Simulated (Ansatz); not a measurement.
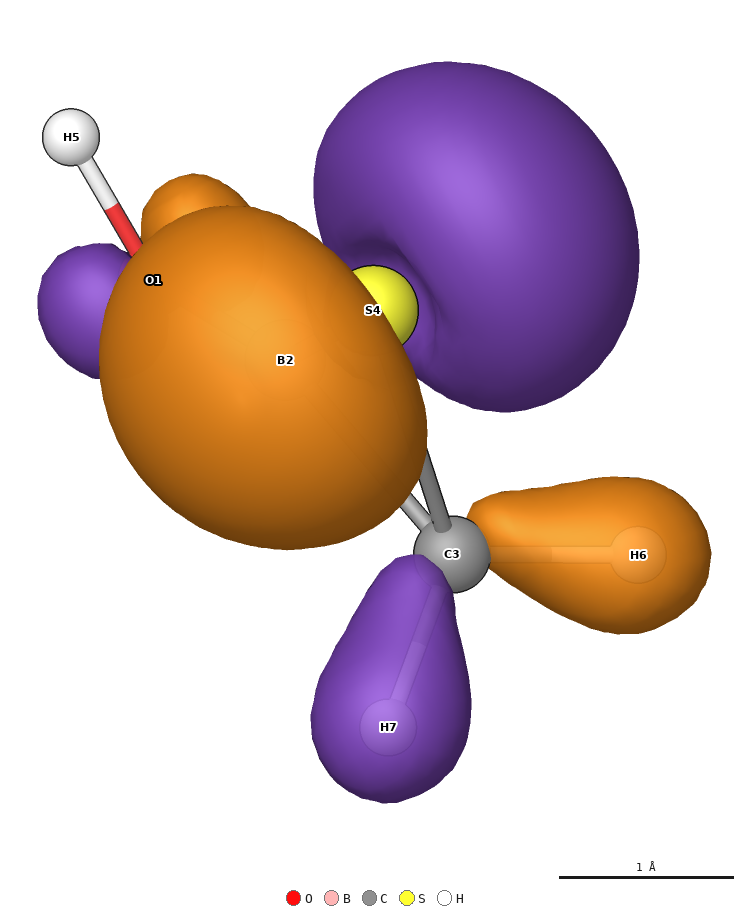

Figure. CH$_{3}$BOS (SMILES OB1CS1). The HOMO at ±0.15 Å⁻³ᐟ² (orange and purple are the two phases), seen at an oblique angle.

Theory: Ansatz 0.2.0, RKS revPBE/def2-SVP.

The calculation's input:

```
crystal:
  periodic: [false, false, false]
  atoms:
    - { symbol: O, position_ang: [-1.004, 1.0771, -1.1796] }
    - { symbol: B, position_ang: [-0.3188, 0.0779, -0.484] }
    - { symbol: C, position_ang: [-0.05339, -1.39789, -0.1561] }
    - { symbol: S, position_ang: [0.96716, -0.56254, 0.88794] }
    - { symbol: H, position_ang: [-1.8293, 1.3053, -0.6279] }
    - { symbol: H, position_ang: [0.428, -1.98707, -0.97358] }
    - { symbol: H, position_ang: [-0.91121, -1.9339, 0.41233] }
basis:
  gaussian: { orbitals: def2-SVP }
hamiltonian:
  xc: revpbe
relax:
  f_tol: 0.015
  max_steps: 40
output:
  orbitals: {}
```

Run with:

```sh
ansatz run input.yaml --threads 1 --pin off --max-ram 2048MiB --backend cpu --events-out ev --progress --plain --runs-dir out
```

The fields are those of the relaxed geometry.

Q: Describe this orbital and give its energy.

A: Its weight (Hirshfeld) is mainly on S4 (about 75 %), B2 (about 10 %) and C3 (about 5 %); largely a lone pair of S4. Its energy is −5.85 eV.
